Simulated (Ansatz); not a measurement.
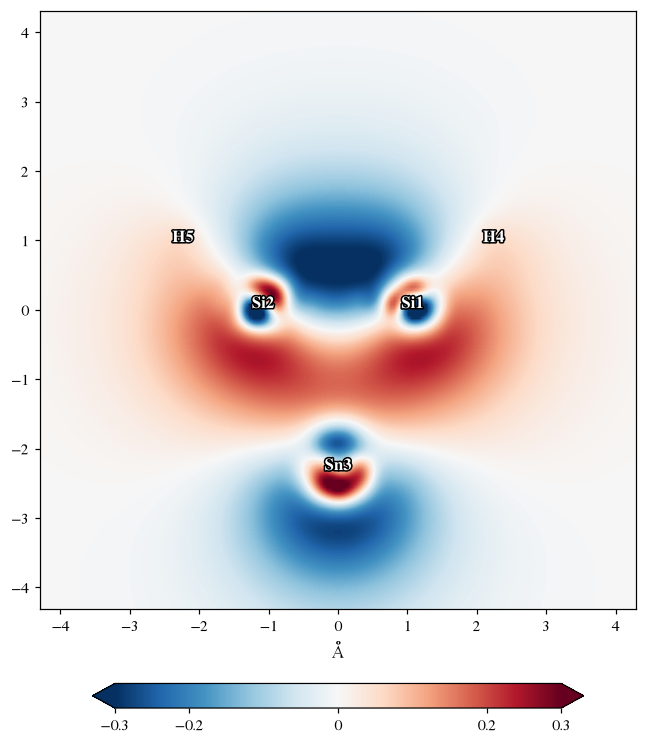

The picture shows: H2Si2Sn (SMILES [SiH]1=[Sn]=[SiH]1). The HOMO on the molecular plane (values in Å⁻³ᐟ²; the overall sign is arbitrary).

Geometry: PBE0-D3(BJ)/def2-SVP; core potentials replace the inner electrons of Sn.

Method: isolated molecule in a Gaussian basis; Kohn-Sham density functional theory, functional PBE0 (Ansatz).

```tsv
atom	x (Å)	y (Å)	z (Å)
Si	-1.4147	2.5022	-1.6069
Si	-1.5225	0.3619	-1.3865
Sn	-2.8322	1.6941	0.3809
H	-0.8020	3.5488	-2.4893
H	-1.0260	-0.8978	-2.0313
```

> Where does this orbital lie, and at what energy?

By Hirshfeld shares it lies mainly on Sn3 (about 40 %), Si1 (about 30 %) and Si2 (about 30 %); it is symmetric in the molecular plane (an in-plane orbital: σ, lone-pair or in-plane π type). Its energy is −5.94 eV.
